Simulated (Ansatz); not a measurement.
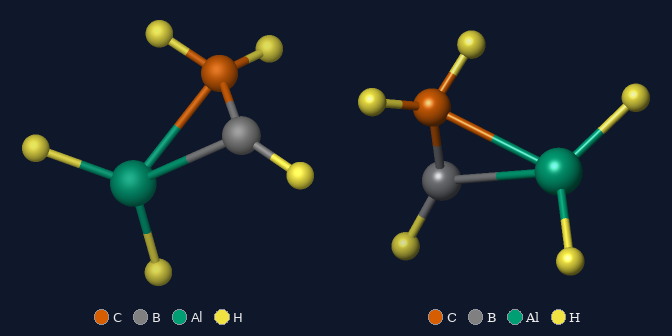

Both panels show the same species.

Charge 0, doublet. Computed geometry: PBE0-D4/def2-TZVP optimisation. No frequency run is at hand to confirm it as a minimum.

> Which formula does it have?

CH5AlB, 8 atoms: 1 carbon, 5 hydrogen, 1 aluminium and 1 boron.

> Which point group does it belong to?

C1.

> Count the bonded pairs by element.

2 C–H, 2 Al–H, 1 C–B, 1 Al–B, 1 B–H, 1 C–Al. Sticks follow a distance rule.

> How many sets of symmetry-equivalent atoms are there?

8: 1 C, 1 B, 1 Al, 1 H, 1 H, 1 H, 1 H, 1 H.

More results for the same structure follow; atom numbers are the same in all pictures, views and colours differ.

**Geometry**

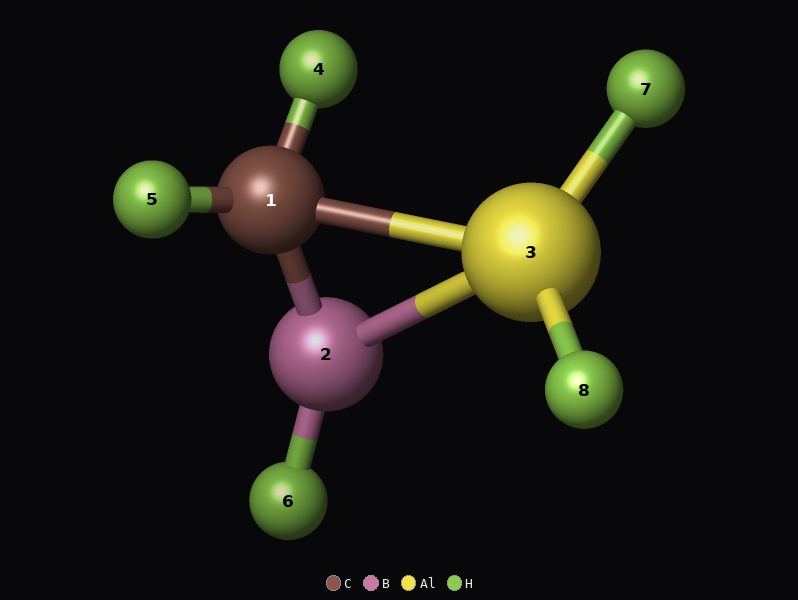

Numbered structure. No frequency run is at hand to confirm it as a minimum.

> Which bond is the longest?

B2–Al3, 2.220 Å.

**Electronic properties**

No frequency run is at hand to confirm it as a minimum. Properties computed with UKS PBE0-D4/def2-TZVPP (Ansatz 0.2.0).

What does the calculation give?

- HOMO energy (Kohn–Sham orbital): −6.22 eV
- ⟨S²⟩ of the determinant: 0.753
- dispersion correction: −9.7 kJ/mol

**Charges**

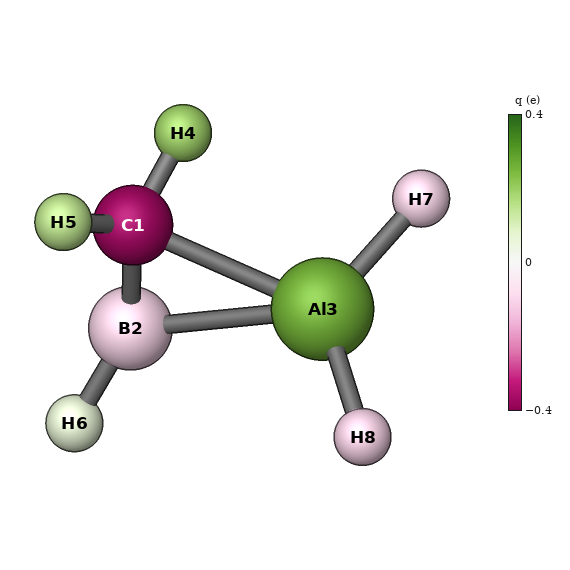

Atoms are coloured by their Mulliken charges. No frequency run is at hand to confirm it as a minimum. Properties computed with UKS PBE0-D4/def2-TZVP (Ansatz 0.2.0).

Give the Mulliken charges atom by atom.

```tsv
atom	value (e)
C1	−0.37
B2	−0.09
Al3	0.25
H4	0.19
H5	0.15
H6	0.07
H7	−0.09
H8	−0.10
```

**Dipole moment**

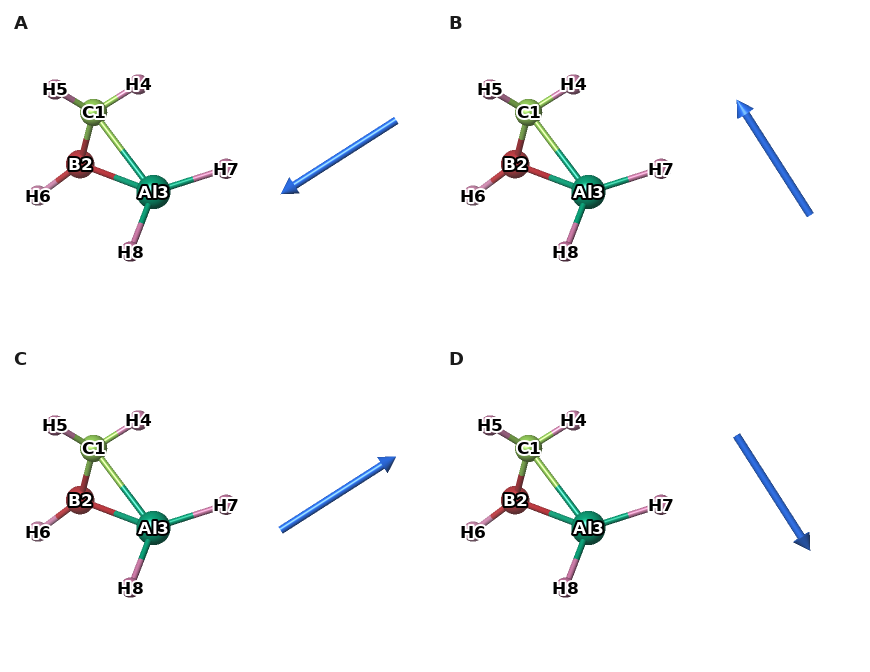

The same molecule four times, each with an arrow. No frequency run is at hand to confirm it as a minimum. Level of theory: UKS PBE0-D4/def2-TZVP (Ansatz 0.2.0).

> Which arrow points along the dipole moment, from the negative to the positive end?

B. The dipole moment is 1.07 D; it points from the side of H8 to the side of H5 (the outermost atoms at the two ends).

Mulliken values depend strongly on the basis set and can even reverse the polarity of a bond.
